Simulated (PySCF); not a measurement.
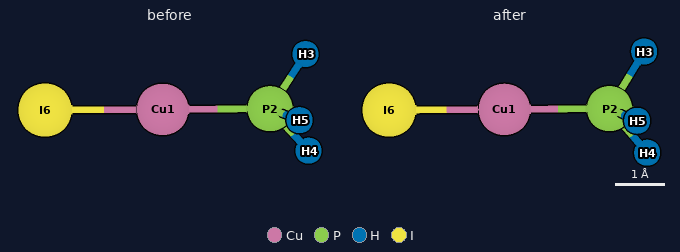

The structure of CuPH₃I before (left) and after (right) a relaxation, at one scale.

The picture is a ball-and-stick view, seen face on.

The start comes from GFN2-xTB.

Level of theory: PBE0-D3(BJ)/def2-SVP geometry optimisation, gas phase in PySCF. 

Summarise the run.

Answer. I6 moves most after the best rigid fit: 0.085 Å. Largest moves by element: I 0.085 Å, H 0.073 Å, Cu 0.035 Å, P 0.013 Å. Some distances before and after: Cu1–I6 2.454 → 2.404 Å, Cu1–P2 2.238 → 2.191 Å, P2–H3 1.382 → 1.419 Å. Among the angles between lasting bonds that change: H3–P2–H4 95.5° → 98.2°, Cu1–P2–H5 121.9° → 119.4°. The energy falls by 1.97 kcal/mol in 4 geometry steps. Largest force component: 1.2 eV/Å at the start, 0.012 eV/Å at the end.
